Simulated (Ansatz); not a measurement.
The parent structure is SrTiO$_{3}$ (space group I4/mcm, No. 140; a = 5.4873 Å, c = 7.8087 Å).

One thing is altered: every Ti is replaced by Zr; the structure is relaxed again.

Computed with plane-wave PAW DFT at the PBEsol level (Ansatz, an electronic-structure program, 420 eV), no SOC.

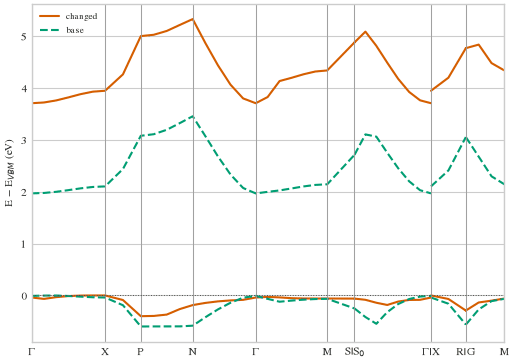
Figure. Highest valence and lowest conduction band along the path, each from its own valence-band maximum

The gap is 3.71 eV, indirect, X → Γ; the base has 1.97 eV.

No phonon test of stability was made. For SrZrO3 in this form, whether it has been made was not checked. All final runs are without spin polarisation. This is not the structure that SrTiO3 has at room temperature and ambient pressure.
